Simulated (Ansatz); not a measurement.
**Profile along the Al–Al line in TiAl3 (D022 type, space group I4/mmm)**

TiAl$_{3}$ (D022 type, space group I4/mmm)

```yaml
crystal:
  lattice:
    - [-1.92294, 1.92294, 4.30997]
    - [1.92294, -1.92294, 4.30997]
    - [1.92294, 1.92294, -4.30997]
  atoms:
    - { symbol: Al, position: [0.50000, 0.50000, 0.00000] }
    - { symbol: Al, position: [0.75000, 0.25000, 0.50000] }
    - { symbol: Al, position: [0.25000, 0.75000, 0.50000] }
    - { symbol: Ti, position: [0.00000, 0.00000, 0.00000] }
```

Fields along a shortest Al–Al line of a (001) plane (2.72 Å), from Al to Al, interpolated on the slice's grid (step about 0.2 Å). Method: PBE (plane waves to 420 eV, PAW, scalar-relativistic; Ansatz, a program for electronic structure). k mesh 17×17×17. Inside the PAW spheres the values are not all-electron values, and peaks at nuclei hang on which shells count as valence. TiAl3 is run without spin polarisation. TiAl3 was relaxed with its symmetry unable to fall.

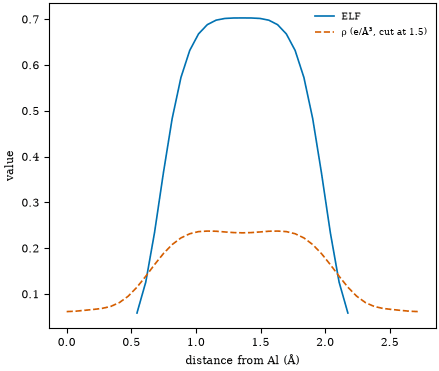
ELF (away from the nuclei) and valence density from Al to Al.

Density on the Al–Al line (2.72 Å) at its midpoint: 0.23 e/Å³. ELF at that point: 0.70. ELF maximum in the middle third of the Al–Al line: 0.70, 1.4 Å from Al.
